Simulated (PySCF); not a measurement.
**Neon: the same states on changed settings**

These states were run before on sound settings. What differs here: a valence shell is frozen, unsound on purpose. What does it move?

The numbers are computed with PySCF 2.14.0 (unrestricted determinants in a Gaussian basis, no spin-orbit coupling in the energies), except any that are marked as measured or tabulated.

6 further runs of the same task are left out: 6 set aside as unsound or not needed.

### 1 The atom as given

* Element: neon (Z = 10)
* Basis: pcseg-2
* Hamiltonian: no relativity, point nucleus
* State 1: Ne⁺: [He] 2s2 2p5, 2P determinant
* State 2: Ne²⁺: [He] 2s2 2p4, high-spin 3P determinant
* Methods: MP2, CCSD(T)
* Core shells frozen in the correlated runs: valence: [He] 2s2 (for Ne⁺)

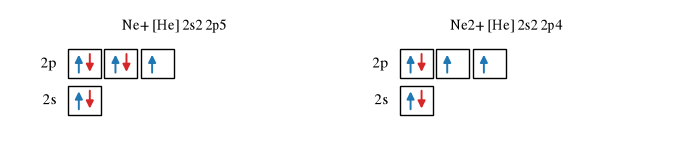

Occupation of the outer shells (arrows by Hund's rule).

The sound run (pcseg-2, the non-relativistic Hamiltonian (point nucleus), symmetry-adapted start, fine grid, valence correlation) gave:

| species | method | energy (hartree) |
| --- | --- | --- |
| Ne⁺ | UHF | -127.81101 |
| Ne⁺ | B3LYP | -128.17253 |
| Ne⁺ | r2SCAN | -128.13403 |
| Ne⁺ | MP2 (valence) | -127.98998 |
| Ne⁺ | CCSD(T) (valence) | -128.00436 |
| Ne²⁺ | UHF | -126.36567 |
| Ne²⁺ | B3LYP | -126.65348 |
| Ne²⁺ | r2SCAN | -126.62036 |
| Ne²⁺ | MP2 (valence) | -126.49274 |
| Ne²⁺ | CCSD(T) (valence) | -126.50846 |

One driver process ran all states and methods and kept the integrals in memory. Each run is shown as a PySCF script that sums up its settings (the driver passes frozen orbitals as a list and adds second-order terms of double hybrids); the logs are those of the runs themselves. The driver starts from symmetry-adapted Hartree-Fock orbitals, holds the occupation by maximum overlap and uses a logarithmic radial grid for functionals, so a plain start would take other cycles.

It was started by

```console
> OMP_NUM_THREADS=1 python atomrun2.py TASK.json OUT
```

The integrals over 30 functions and the set-up took 0.01 s of CPU time.

### 2 Changed run, Ne⁺, method by method

**MP2 (valence)**

Contents of input.py:

```python
from pyscf import gto, scf, dft, mp, cc
import basis_set_exchange as bse
mol = gto.M(atom="Ne 0 0 0", charge=1, spin=1, symmetry="D2h",
            basis=gto.basis.parse(bse.get_basis("pcseg-2", elements=["Ne"], fmt="nwchem", header=False)))
mf = scf.UHF(mol)
mf.irrep_nelec = {'Ag': (2, 2), 'B1u': (1, 1), 'B2u': (1, 1), 'B3u': (1, 0)}
mf.kernel()
mp.UMP2(mf, frozen=2).kernel()
```

No log was kept for this step.

It took 0.01 s on 1 thread of Intel Xeon 6975P-C, shared host, the integrals not counted.

With 5 electrons correlated, the MP2 correlation energy is -0.11444 hartree (-0.03253 same spin, -0.08192 opposite spin); the SCS form gives -0.10914. Largest pairs of shells: 2p-2p -0.1144.

**CCSD(T) (valence)**

Changes to input.py:

```diff
@@ -7,2 +7,3 @@
 mf.kernel()
-mp.UMP2(mf, frozen=2).kernel()
+mycc = cc.CCSD(mf, frozen=2).run()
+mycc.ccsd_t()
```

The program printed:

```text
CC2 = 0
CCSD nocc = (np.int64(3), np.int64(2)), nmo = (28, 28)
frozen orbitals [[0, 1], [0, 1]]
max_cycle = 100
direct = 0
conv_tol = 1e-08
conv_tol_normt = 1e-06
diis_space = 8
diis_start_cycle = 0
Init t2, MP2 energy = -0.114443210733264
Init E_corr(UCCSD) = -0.114443210733904
cycle = 1  E_corr(UCCSD) = -0.119714264972321  dE = -0.00527105424  norm(t1,t2) = 0.0111859
cycle = 2  E_corr(UCCSD) = -0.120245015614231  dE = -0.000530750642  norm(t1,t2) = 0.0031262
cycle = 3  E_corr(UCCSD) = -0.12041726565676  dE = -0.000172250043  norm(t1,t2) = 0.00149948
cycle = 4  E_corr(UCCSD) = -0.120410790707093  dE = 6.47494967e-06  norm(t1,t2) = 0.000309658
cycle = 5  E_corr(UCCSD) = -0.120408526986397  dE = 2.2637207e-06  norm(t1,t2) = 7.39736e-05
cycle = 6  E_corr(UCCSD) = -0.120409629498137  dE = -1.10251174e-06  norm(t1,t2) = 1.60264e-05
cycle = 7  E_corr(UCCSD) = -0.120409446893656  dE = 1.82604482e-07  norm(t1,t2) = 2.66166e-06
cycle = 8  E_corr(UCCSD) = -0.120409451766958  dE = -4.87330266e-09  norm(t1,t2) = 1.96558e-07
UCCSD converged
E(UCCSD) = -127.9314168817243  E_corr = -0.1204094517669582
UCCSD(T) correction = -0.00111103296770382
```

Time after the integrals: 0.16 s (1 thread of Intel Xeon 6975P-C, shared host).

CCSD correlation -0.12041 hartree, triples -0.00111; total -127.932528. T1 = 0.003, largest double amplitude 0.022.

### 3 Changed run, Ne²⁺

**MP2 (valence)**

Contents of input.py:

```python
from pyscf import gto, scf, dft, mp, cc
import basis_set_exchange as bse
mol = gto.M(atom="Ne 0 0 0", charge=2, spin=2, symmetry="D2h",
            basis=gto.basis.parse(bse.get_basis("pcseg-2", elements=["Ne"], fmt="nwchem", header=False)))
mf = scf.UHF(mol)
mf.irrep_nelec = {'Ag': (2, 2), 'B1u': (1, 0), 'B2u': (1, 1), 'B3u': (1, 0)}
mf.kernel()
mp.UMP2(mf, frozen=2).kernel()
```

The driver printed no log here.

Time after the integrals: 0.01 s (1 thread of Intel Xeon 6975P-C, shared host).

With 4 electrons correlated, the MP2 correlation energy is -0.06152 hartree (-0.02263 same spin, -0.03889 opposite spin); the SCS form gives -0.05422. Largest pairs of shells: 2p-2p -0.0615.

**CCSD(T) (valence)**

Changes to input.py:

```diff
@@ -7,2 +7,3 @@
 mf.kernel()
-mp.UMP2(mf, frozen=2).kernel()
+mycc = cc.CCSD(mf, frozen=2).run()
+mycc.ccsd_t()
```

The program printed:

```text
CC2 = 0
CCSD nocc = (np.int64(3), np.int64(1)), nmo = (28, 28)
frozen orbitals [[0, 1], [0, 1]]
max_cycle = 100
direct = 0
conv_tol = 1e-08
conv_tol_normt = 1e-06
diis_space = 8
diis_start_cycle = 0
Init t2, MP2 energy = -0.0615205733351055
Init E_corr(UCCSD) = -0.0615205733376053
cycle = 1  E_corr(UCCSD) = -0.0667332793344217  dE = -0.005212706  norm(t1,t2) = 0.00885661
cycle = 2  E_corr(UCCSD) = -0.0672835864817419  dE = -0.000550307147  norm(t1,t2) = 0.00228198
cycle = 3  E_corr(UCCSD) = -0.0674255470814049  dE = -0.0001419606  norm(t1,t2) = 0.00100143
cycle = 4  E_corr(UCCSD) = -0.0674086599319347  dE = 1.68871495e-05  norm(t1,t2) = 0.00020165
cycle = 5  E_corr(UCCSD) = -0.0674108573412386  dE = -2.1974093e-06  norm(t1,t2) = 2.74697e-05
cycle = 6  E_corr(UCCSD) = -0.0674107191920326  dE = 1.38149206e-07  norm(t1,t2) = 5.12779e-06
cycle = 7  E_corr(UCCSD) = -0.0674107177064818  dE = 1.48555084e-09  norm(t1,t2) = 4.11293e-07
UCCSD converged
E(UCCSD) = -126.4330763717625  E_corr = -0.06741071770648181
UCCSD(T) correction = -0.000314753463712365
```

It took 0.15 s on 1 thread of Intel Xeon 6975P-C, shared host, the integrals not counted.

CCSD correlation -0.06741 hartree, triples -0.00031; total -126.433391. T1 = 0.001, largest double amplitude 0.022.

### 4 What moved

| species | method | converged | energy less sound run (eV) |
| --- | --- | --- | --- |
| Ne⁺ | MP2 (valence) | yes | +1.7560 |
| Ne⁺ | CCSD(T) (valence) | yes | +1.9547 |
| Ne²⁺ | MP2 (valence) | yes | +1.7838 |
| Ne²⁺ | CCSD(T) (valence) | yes | +2.0426 |

Ionisation energy of Ne⁺:

| method | sound run (eV) | changed run (eV) | shift (eV) |
| --- | --- | --- | --- |
| UHF | 39.330 | 39.330 | +0.000 |
| MP2 | 40.742 | 40.770 | +0.028 |
| SCS-MP2 | 40.722 | 40.824 | +0.102 |
| CCSD | 40.682 | 40.772 | +0.090 |
| CCSD(T) | 40.706 | 40.794 | +0.088 |

### 5 Summary of results

| quantity | value |
| --- | --- |
| change | a valence shell is frozen |
| runs converged | 4 of 4 |
| largest shift of a converged total energy | 2.04 eV |
| largest shift of the ionisation energy | +0.102 eV (SCS-MP2) |

**Reading.** The ionisation energy moves by up to 0.10 eV, at SCS-MP2. Freezing a valence shell removes pair correlation that changes on ionisation. The setting is unsound on purpose, so these numbers are no properties of the atom.
